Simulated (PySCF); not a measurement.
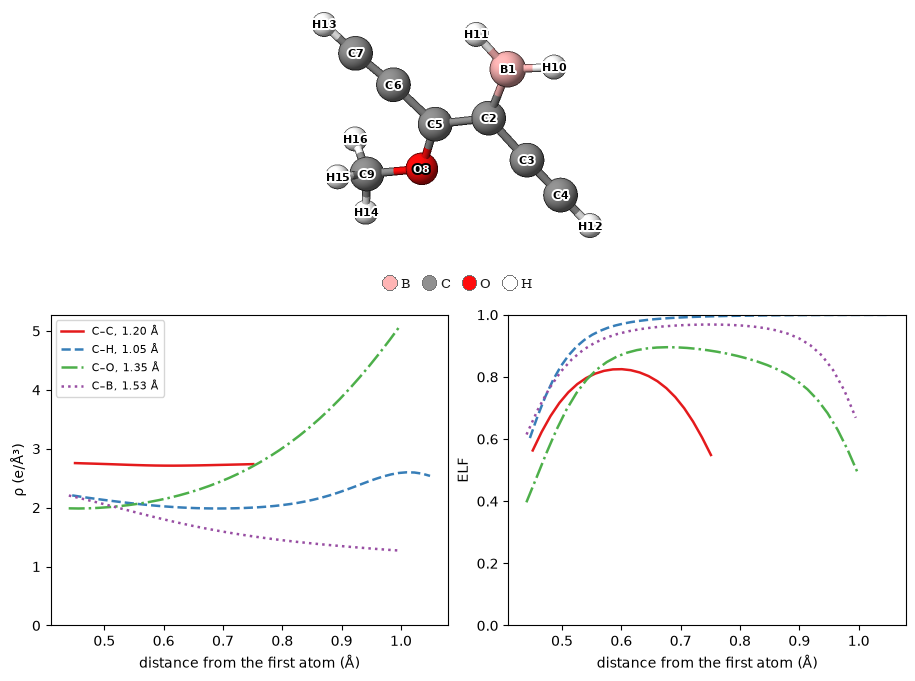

Figure. C$_{7}$H$_{7}$BO. Total electron density and electron localisation function along straight lines between neighbouring atoms. The curves leave out the atomic cores. The structure is drawn too.

Geometry: GFN2-xTB.

Level of theory: CAM-B3LYP/def2-SVPD, SCF density, gas phase (PySCF 2.14.0).

```xyz
16

B     1.2580    1.7881    1.1995
C     1.0720    0.5070    0.3822
C     2.2056   -0.2410   -0.0199
C     3.1867   -0.8533   -0.3457
C    -0.1566    0.0221    0.0026
C    -1.3550    0.6885    0.3499
C    -2.4204    1.1883    0.5995
O    -0.2285   -1.1207   -0.7192
C    -1.4977   -1.5961   -1.0951
H     2.3380    2.1356    1.4846
H     0.3246    2.4097    1.5341
H     4.0453   -1.3859   -0.6276
H    -3.3193    1.6696    0.8483
H    -1.3179   -2.5094   -1.6593
H    -2.1164   -1.8204   -0.2206
H    -2.0260   -0.8732   -1.7247
```

Q: What can be read from the curves?

A: C–C (1.20 Å): ρ is about 2.7 e/Å³ halfway; the ELF peaks at about 0.80 between the atoms: a multiple bond.
C–H (1.05 Å): ρ at the midpoint is about 2.1 e/Å³; the ELF climbs to about 1 towards the hydrogen, as it does in any bond to H: a covalent bond by its length.
C–O (1.35 Å): ρ is about 2.4 e/Å³ halfway, with its minimum of 2 e/Å³ about 0.5 Å from C; the ELF peaks at about 0.90 between the atoms: a shared but strongly polarised pair.
C–B (1.53 Å): the density is about 1.5 e/Å³ at the midpoint; the ELF peaks at about 0.95 between the atoms (a covalent bond).
